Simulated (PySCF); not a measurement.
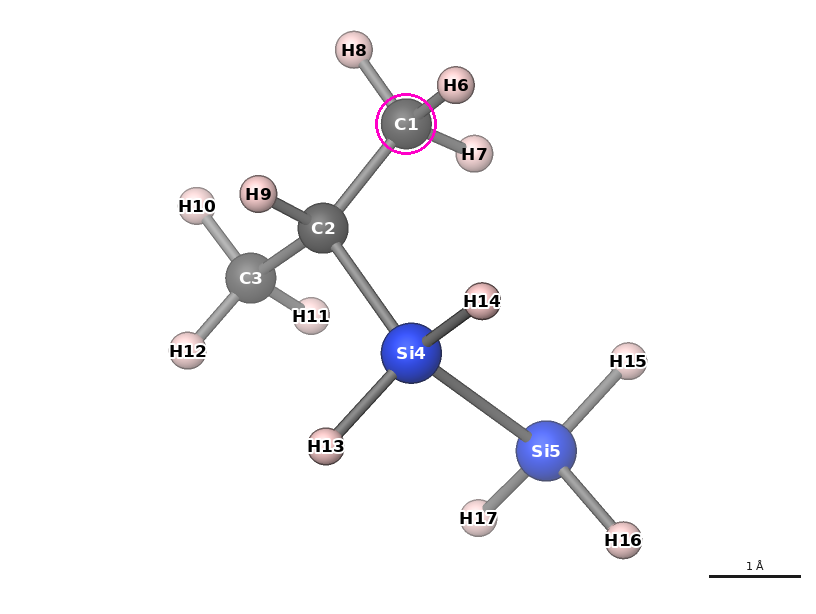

Orthographic view. Depth is shown by fading: the farther an atom, the more it takes the colour of the background. The computed structure is the end point of a PBE0-D3(BJ)/def2-SVP optimisation. No frequency run is at hand to confirm it as a minimum.

Q: Which atoms are bonded to the circled atom?

A: The circled atom is C1; it is bonded to C2, H6, H7, H8.

Q: Of C1 and H7, which is nearer the viewer?

A: C1; the bond to H7 points away from the viewer, so it looks shorter than its 1.10 Å.

Q: What is the shortest path along bonds from the circled atom to H11?

A: C1–C2–C3–H11, 3 bonds; through space the two are 2.82 Å apart.

Q: Which atom is nearest the viewer?

A: H14, 2.4 Å in front of the mean position.
